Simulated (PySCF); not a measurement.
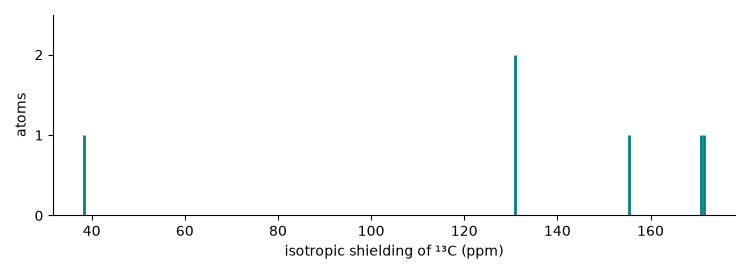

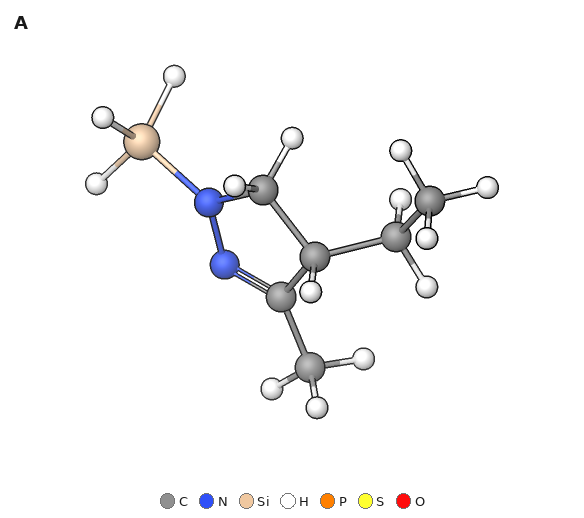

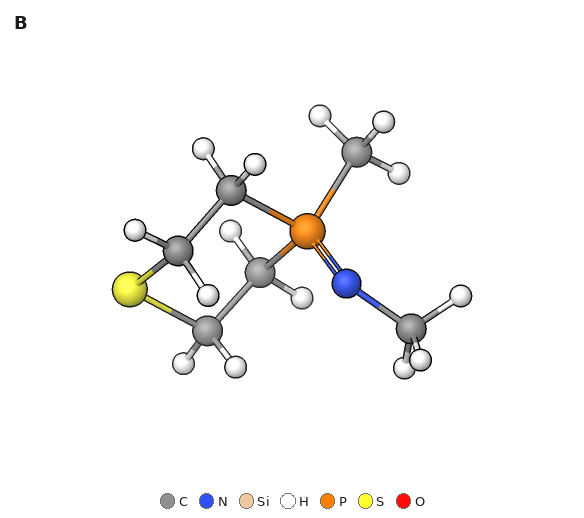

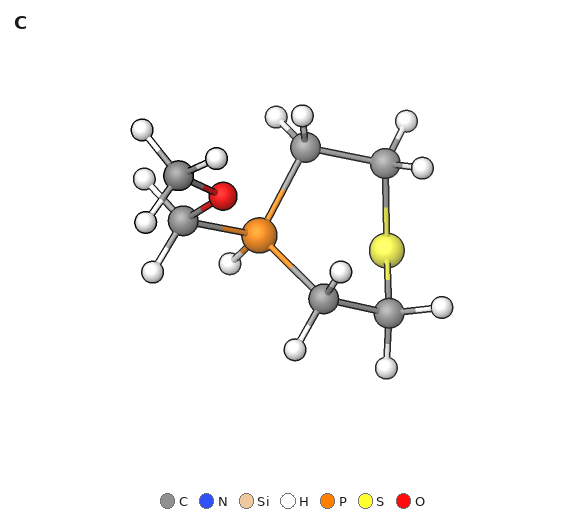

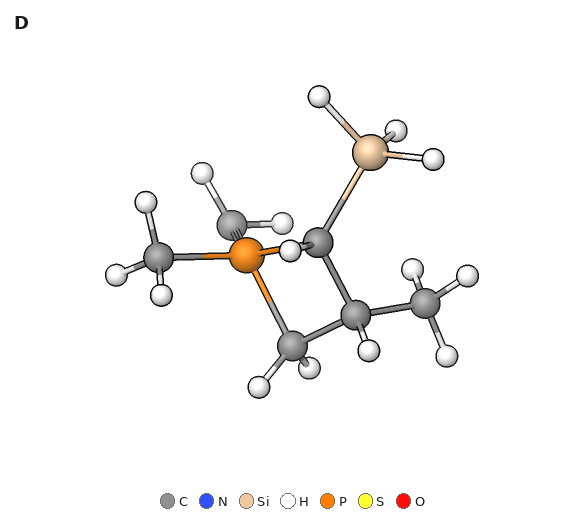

The sticks are computed shieldings of one of the molecules, for one fixed geometry (GFN2-xTB) without averaging over rotations. Low shielding means a high chemical shift. Method: GIAO PBE0/pcSseg-1 NMR shielding, non-relativistic, gas phase (PySCF 2.14.0).

### Which molecule gives this pattern?

A, `CC[C@H]1CN([SiH3])N=C1C`. Its 6 C atoms give lines at 38.4, 130.9 (2 atoms), 155.4, 170.9, 171.4 ppm.

The geometry is semi-empirical. Around P, Si such bond lengths and angles can be off by a tenth of an ångström or more and by several degrees, and values that hang on the shape move with them.
